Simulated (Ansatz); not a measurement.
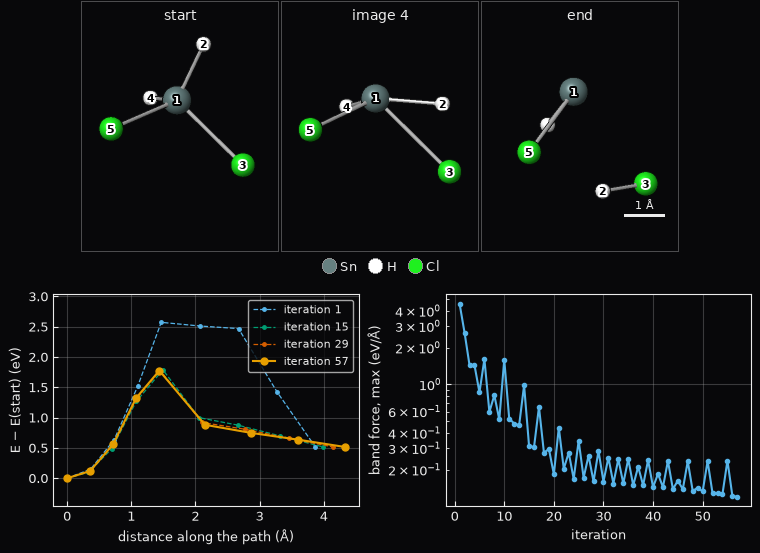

A search for the minimum-energy path of SnH₂Cl₂ by the nudged elastic band. Images are numbered from 0 (start) to 8 (end). The plot follows the band through its iterations. A ball-and-stick model, seen at a tilt.

All numbers below come from RKS B3LYP-D4/def2-SVP (Ansatz). Set-up: 7 movable images; climbing image; force threshold 0.03 eV/Å; iteration limit 57; optimiser L-BFGS; largest step 0.5 Å; starting path through a guess of the saddle point.

Question: Did the band converge, and can the barrier be trusted?

Answer: The result isn't final. The band hadn't converged when the run stopped after 57 iterations. The largest component of the band force went from 4.6 to 0.12 eV/Å. The barrier read from it is provisional, though the highest image hardly moved in the last two iterations. The step length is far from the usual. The first iteration put the highest image at 2.57 eV. Forward barrier 1.78 eV, backward barrier 1.26 eV, with image 4 at the top; the reaction energy is +0.52 eV.
